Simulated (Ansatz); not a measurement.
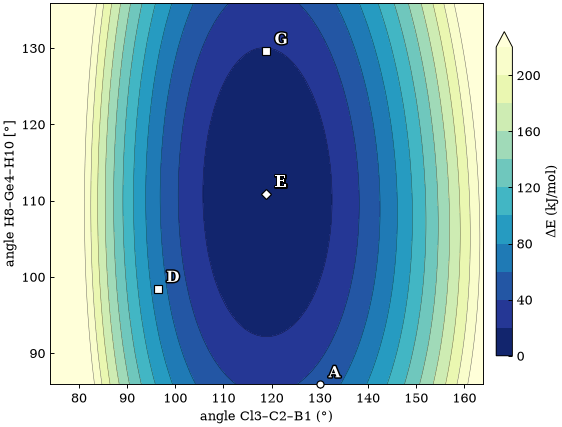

CH₆BClGe, SMILES B[CH](Cl)[GeH3]. Coordinates scanned: (1) angle Cl3–C2–B1; (2) angle H8–Ge4–H10. Nothing is relaxed (all other coordinates rigid). Grid: 9 × 9 points. Points are written as (first, second). All energies are given in kJ/mol relative to the lowest grid point. These are results of RKS PBE-D4/def2-SVP (Ansatz 0.2.0), not measurements.

Drawn: filled contours, one colour for all values above the top of the scale, lettered points. Between grid points the surface is interpolated.

Question: Is D the lowest point of the computed grid?

Answer: No. D lies 71 kJ/mol above the lowest grid point, which is at (118.9°, 110.9°).

Question: What kind of point is each of D, E: minimum, saddle, maximum or slope?

Answer: D: on a slope; E: minimum. (In these two coordinates alone; a stationary point may lie a little off the grid point.)

Question: Rank the lettered points by energy, lowest first.

Answer: E (0 kJ/mol), G (19 kJ/mol), A (49 kJ/mol), D (71 kJ/mol).
